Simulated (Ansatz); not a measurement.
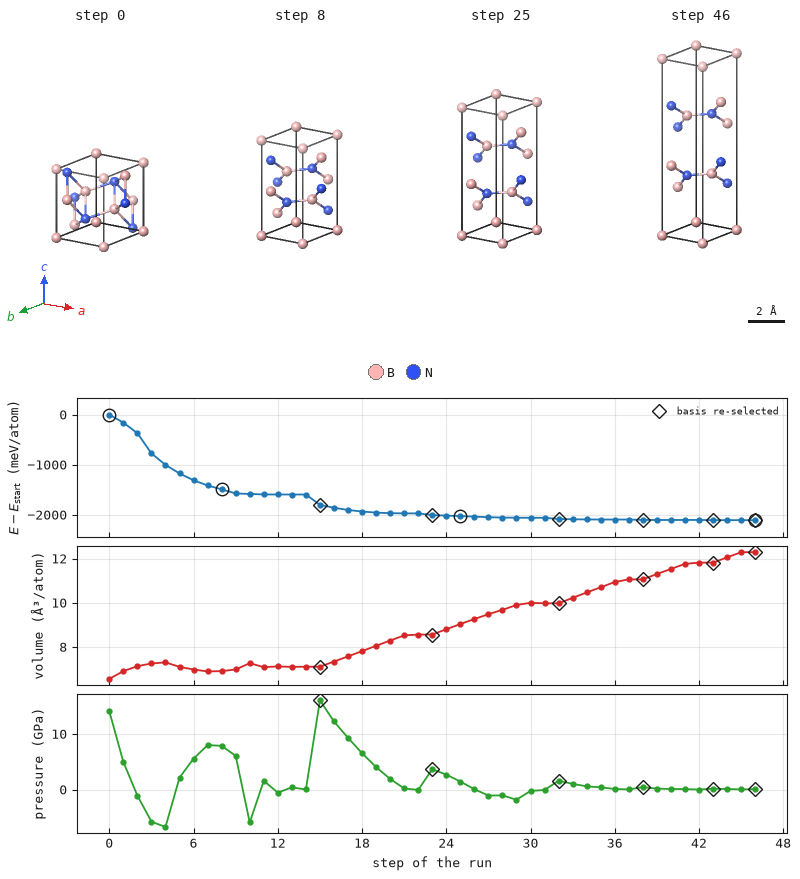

Frames of a relaxation of crystalline B₃N₂ (built on the A-type sesquioxide_164 type) (coarse preliminary run), marked on the history of the run. A ball-and-stick model of the cell of the calculation, seen from a free direction.

Case: anti-A-type sesquioxide type (P-3m1, No. 164).

Level of theory: Ansatz 0.2.0, DFT PBE, scalar-relativistic, plane waves, PAW. (plane-wave cutoff 420 eV; k-point mesh 6 × 6 × 4; occupations gaussian; smearing width 0.1 eV; no spin polarisation; cell and atoms relaxed; force threshold 0.04 eV/Å; at most 70 steps)

Question: What happens along the run?

Answer: After 40 accepted moves (46 points after the start) the energy has fallen by 2108 meV per atom. The largest force component goes from 2.7 to 0.0053 eV/Å. The pressure goes from 14.08 to 0.09 GPa. The SCF was repeated 6 times at an unchanged geometry on a basis and grid sized afresh for the cell, which shifted the energy by 206 meV per atom at most. The largest moves relative to the cell, 0.99 Å, are those of N atoms. By element the largest moves are N 0.99 Å, B 0.29 Å. The drawn cell changes as follows: a = b 2.898 → 2.474 Å (−14.6 %), c 4.508 → 11.594 Å (+157.2 %); the volume changes by +87.5 %. Among the contacts that change: B–N 1.803 → 3.933 Å, B–N 2.005 → 4.089 Å, B–B 2.123 → 4.185 Å, B–B 2.315 → 4.087 Å. Bonds break: B–N (1.80 → 3.93 Å). Among the angles between lasting bonds that change: N–B–N 112.3° → 120.0°, B–N–B 112.3° → 120.0°. The space group stays P-3m1 (No. 164). The run took 58 s on 1 thread of Arm Neoverse V1, with other jobs on the host, peak memory 0.32 GiB. From step 0 to 8: N atoms move most (0.55 Å), volume +5.3 %, energy −1492 meV per atom. From step 8 to 25: B atoms move most (0.25 Å), volume +30.9 %, energy −533 meV per atom. From step 25 to 46: B atoms move most (0.21 Å), volume +36.0 %, energy −82.8 meV per atom.
